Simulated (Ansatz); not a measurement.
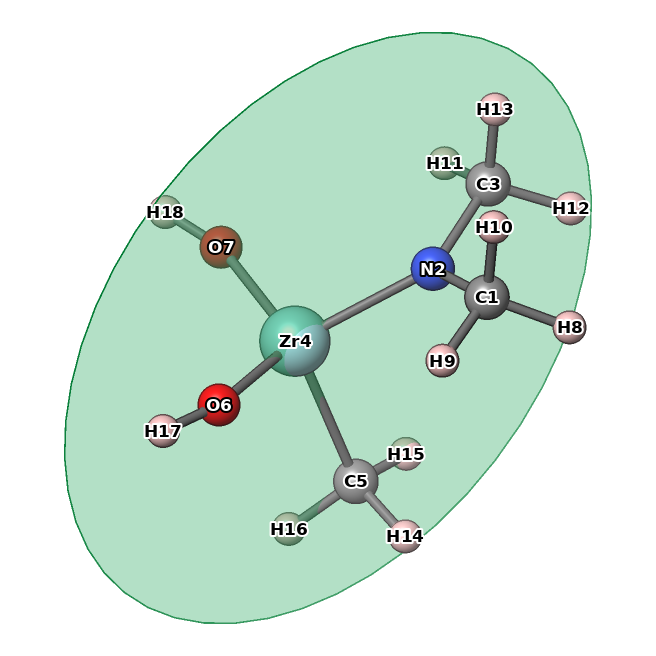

A disc through the centre of mass is drawn in. Distant atoms are faded towards the background colour. Charge 0, singlet. The computed structure is the end point of a PBE0-D4/def2-TZVP optimisation. No frequency run is at hand to confirm it as a minimum.

**Is the plane of the disc a mirror plane of the structure?**

No. The point group is Cs, with 1 mirror plane, and this plane isn't one of its mirror planes.
